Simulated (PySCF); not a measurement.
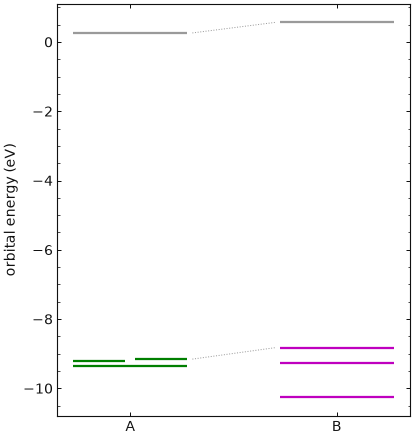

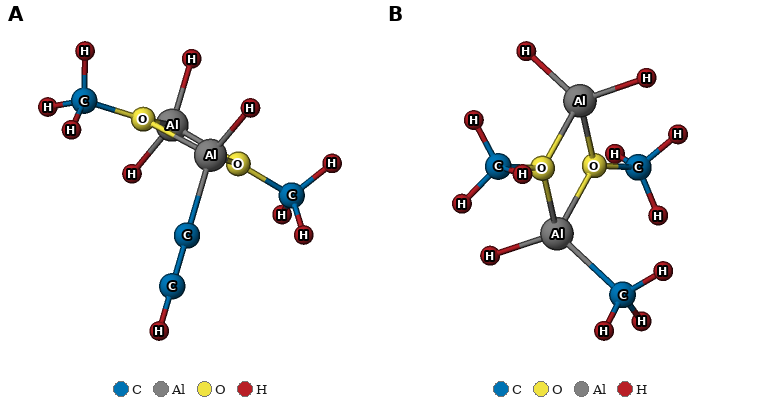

Related molecules: A is C₄H₁₀Al₂O₂, SMILES C#[C][AlH-]1[O+](C)[AlH2-][O+]1C, singlet; B is C₃H₁₂Al₂O₂, SMILES C[O+]1[AlH2-][O+](C)[AlH-]1[CH3], singlet. Frontier orbital energies, CAM-B3LYP/def2-SVPD with PySCF, at a PBE0-D3(BJ)/def2-SVP geometry (no frequency check); drawn are at most three filled levels and, in grey, the LUMO with any level within 0.03 eV of it; dotted lines join the HOMOs and the LUMOs.

**What does the change do to the frontier levels?**

From A to B the HOMO rises by 0.33 eV and the LUMO rises by 0.30 eV, so the separation goes from 9.42 to 9.39 eV.

**Does the ΔSCF ionisation energy follow the HOMO?**

A: −ε(HOMO) 9.16, ΔSCF 10.39 eV; B: −ε(HOMO) 8.83, ΔSCF 9.55 eV.

Caveats, for all or some of the runs: empty levels above zero depend strongly on the basis.
